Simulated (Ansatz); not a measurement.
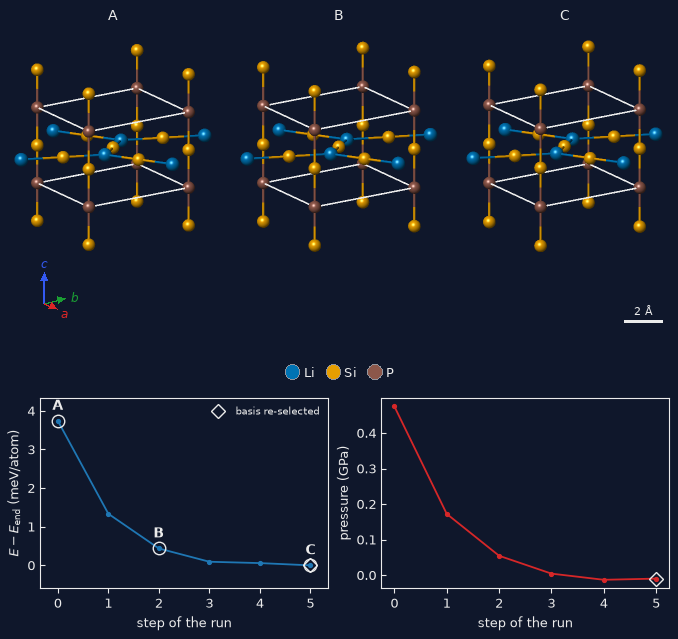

Frames of a relaxation of a crystal of Li₂Si₄P (a generated structure, set up in P6/mmm), marked on the history of the run. A ball-and-stick model of the cell of the calculation, seen slightly off an axis.

Theory: DFT PBE, scalar-relativistic, plane waves, PAW in Ansatz.

The input:
```yaml
crystal:
  lattice:
    - [8.1633713047, 0.0, 0.0]
    - [-4.0816856524, 7.0696869304, 0.0]
    - [0.0, 0.0, 4.0632958911]
  atoms:
    - { symbol: Li, position: [0.3333333333, 0.6666666667, 0.5] }
    - { symbol: Li, position: [0.6666666667, 0.3333333333, 0.5] }
    - { symbol: Si, position: [0.5, 0.0, 0.5] }
    - { symbol: Si, position: [0.0, 0.5, 0.5] }
    - { symbol: Si, position: [0.5, 0.5, 0.5] }
    - { symbol: Si, position: [0.0, 0.0, 0.5] }
    - { symbol: P, position: [0.0, 0.0, 0.0] }
basis:
  ecutwfc: 420
kpoints:
  mp_grid: { grid: [6, 6, 10] }
hamiltonian:
  xc: pbe
scf:
  occupations: { method: gaussian, width: 0.1 }
output:
  forces: true
  stress: true
  eigenvalues: true
relax:
  adjacent_minimum: "off"
  f_tol: 0.01
  max_steps: 80
  cell: { stress_tol: 0.05 }
```

Run as
```bash
ansatz run input.yaml --threads 1 --pin off --max-ram 2048MiB --backend cpu --events-out ev --progress --plain --runs-dir out
```

Q: What happens along the run?

A: Over 4 accepted moves (5 points after the start) the energy falls by 3.7 meV per atom. All forces vanish by symmetry, so only the cell relaxes. The pressure goes from 0.47 to −0.01 GPa. At 1 point the geometry stayed and the basis and grid were re-selected for the new cell (energy shift of 0.1 meV per atom at most each time). No atom moves by more than 0.005 Å relative to the cell. The drawn cell changes as follows: a = b 8.163 → 8.113 Å (−0.6 %), c 4.063 → 4.197 Å (+3.3 %); the volume changes by +2.0 %. Among the contacts that change: Si6–P7 2.032 → 2.098 Å, Li1–Si3 2.357 → 2.342 Å. The space group stays P6/mmm (No. 191). The run took 83 s on 1 thread of Arm Neoverse V1, with other jobs on the host, peak memory 0.54 GiB. From step 0 to 2: volume +1.7 %, energy −3.3 meV per atom. From step 2 to 5: volume +0.3 %, energy −0.4 meV per atom.

```
step  E − E(0), meV/atom  pressure, GPa  volume, Å³/atom                      note
   0                0.00           0.47           33.500                          
   1               -2.41           0.17           33.870                          
   2               -3.30           0.05           34.070                          
   3               -3.65           0.00           34.161                          
   4               -3.68          -0.01           34.177                          
   5               -3.74          -0.01           34.177  same geometry, new basis
```
